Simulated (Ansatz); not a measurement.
RbAl₂

```
Rb Al
1.0
     3.32017    0.00000    0.00000
    -1.66009    2.87535    0.00000
     0.00000    0.00000   16.61573
Rb Al
2 4
Direct
  0.33333 0.66667 0.25000
  0.66667 0.33333 0.75000
  0.33333 0.66667 0.56349
  0.66667 0.33333 0.06349
  0.33333 0.66667 0.93651
  0.66667 0.33333 0.43651
```

Space group P6₃/mmc; started from the 2H molybdenite_194 prototype, which need not be the ambient phase.

These are results of DFT PBE, scalar-relativistic, plane waves, PAW (Ansatz), not measurements.

### Predict the valence pseudo-density and electron localisation function between the atoms.

Rb–Rb (3.32 Å): ρ is about 0.07 e/Å³ halfway; the ELF is about 0 at the midpoint; no localised pair shows between them.

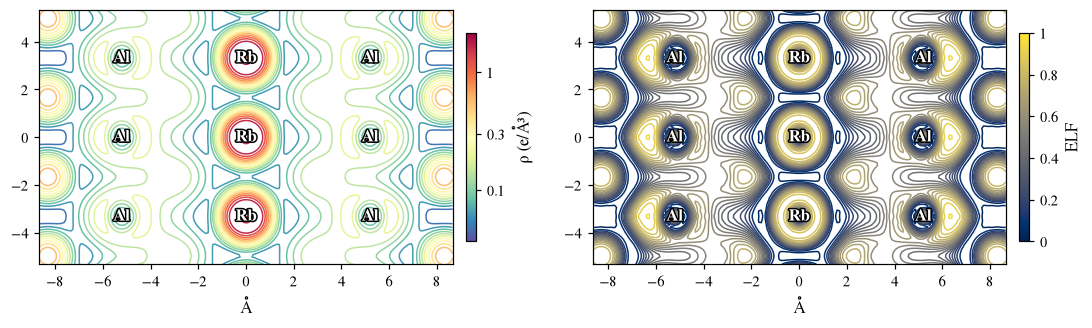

Computed valence pseudo-density and electron localisation function on the (11̄0) plane of the conventional cell, in this order. 

In a PAW calculation such maps are meaningful between the atoms, not at the nuclei.
